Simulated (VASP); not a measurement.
Band structure of In (bct). These are r2SCAN meta-GGA with spin-orbit coupling, VASP's PBE PAW potentials (set 64) (plane waves; VASP) values and carry that method's errors.

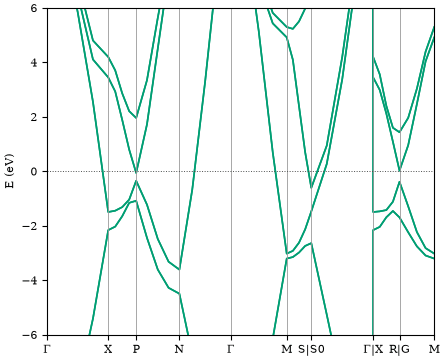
Figure: Bands along high-symmetry lines, zero at the valence-band maximum or, without a gap, the Fermi level

### Question
Read the plot: is there a gap, and where are the band edges?

### Answer
It has no gap at this level: it comes out as a metal or semimetal.

The compound is In in the bct structure. It was relaxed first.
